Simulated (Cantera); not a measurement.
Input: 1 mol Al(CH3)3, 40 mol N2, 490 mol H2, equilibrated at 36.0 Torr.

These are equilibrium values from Cantera (NASA tables, ideal gas, pure condensed phases), not measurements of a reactor. Candidate condensed phases: Al, AlN, C, C6H6, C7H8, C8H18; 97 gas species. The feed counts by its element totals alone. The numbers say what is thermodynamically allowed, not how fast it happens.

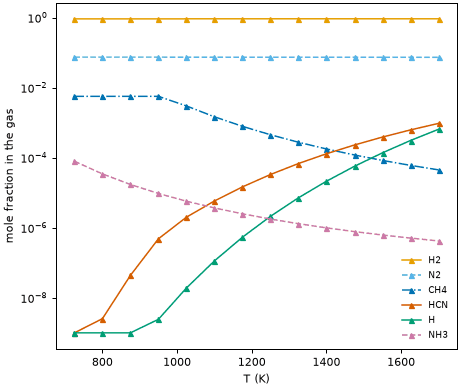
*Equilibrium gas composition (values under 1e-9 drawn at 1e-9)*

From 725 K to 950 K the condensed part is AlN(s). From 1025 K to 1700 K the condensed part is AlN(s) + C(graphite).
